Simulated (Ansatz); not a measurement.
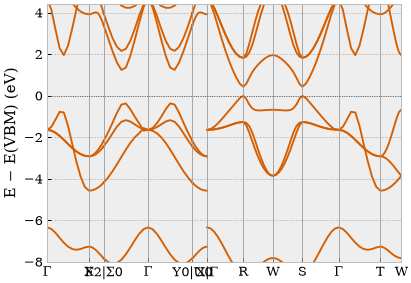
*Band structure from PBE (plane waves, PAW; program Ansatz)*

### Question
Read off the gap and where the band edges lie.

### Answer
About 0.4 eV (0.43 eV by a search for the band edges); maximum at S, minimum at R.

The material is PbSe (rock salt, Fm-3m).

Symmetry was held in the PBE relaxation. The volume moved by -29 % from the start of the relaxation. Spin–orbit coupling is left out wherever it is not named.

Potentials: the later of the program's two PAW sets.
